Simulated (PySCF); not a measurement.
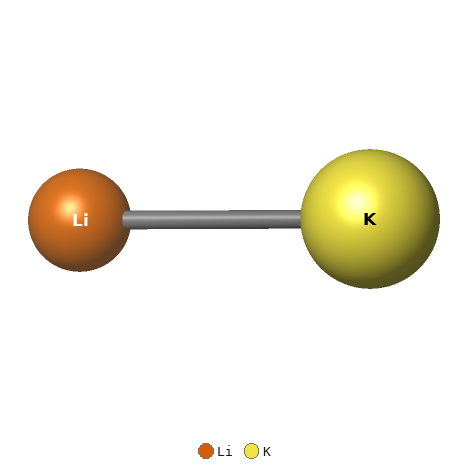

The computed structure is the end point of a PBE0-D3(BJ)/def2-TZVP optimisation. No frequency run is at hand to confirm it as a minimum. Level of theory: PBE0/pcSseg-2, gas phase (PySCF 2.14.0).

Question: Estimate the HOMO–LUMO gap.

Answer: 2.01 eV.

Question: Estimate the dipole moment.

Answer: 3.43 D.

Question: Estimate the HOMO energy (Kohn–Sham orbital).

Answer: −3.27 eV.
